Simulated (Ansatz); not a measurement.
The reference is KF in the rock salt structure (space group Fm-3m, No. 225; a = 5.318 Å). Axes: x, y, z lie along the cube axes.

It is then changed as follows: uniaxial stress, 1 GPa compression along z; all other stress components relax to zero.

Computed with Ansatz (a first-principles code), r2SCAN, PAW, cutoff 500 eV, no spin-orbit coupling.

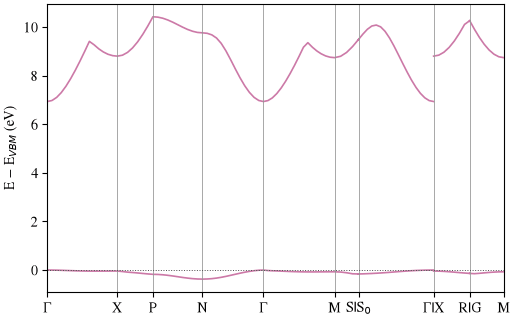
Figure. Highest valence and lowest conduction band along the path of the changed cell's own zone

### Question
Read the changed gap and its character from the plot.

### Answer
About 6.9 eV, direct at Γ.

Load acts through the strain it causes; cell and atoms are relaxed under it. Stability under load was not tested beyond the relaxation. k-point labels follow each cell's own Brillouin zone.
